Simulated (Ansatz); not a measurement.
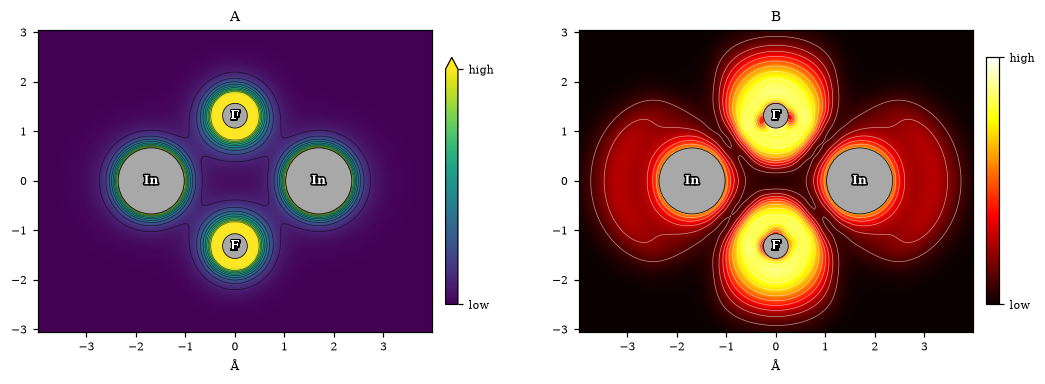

F₂H₄In₂ (SMILES [F+]1[InH2-][F+][InH2-]1): 2 fields on the plane of atoms F1, In3 and F2, with unlabelled colour scales. Grey discs cover the atomic cores.

Geometry: PBE0-D4/def2-SVP; core potentials replace the inner electrons of In.

These are results of isolated molecule in a Gaussian basis; Kohn-Sham density functional theory, functional PBE0 (Ansatz), not measurements.

### Which field does each panel show? The fields are: electron density and electron localisation function.

Panel A: electron density. Panel B: electron localisation function. From the grid: In–F (2.14 Å): ρ is about 0.47 e/Å³ halfway; the ELF is about 0.10 at the midpoint.
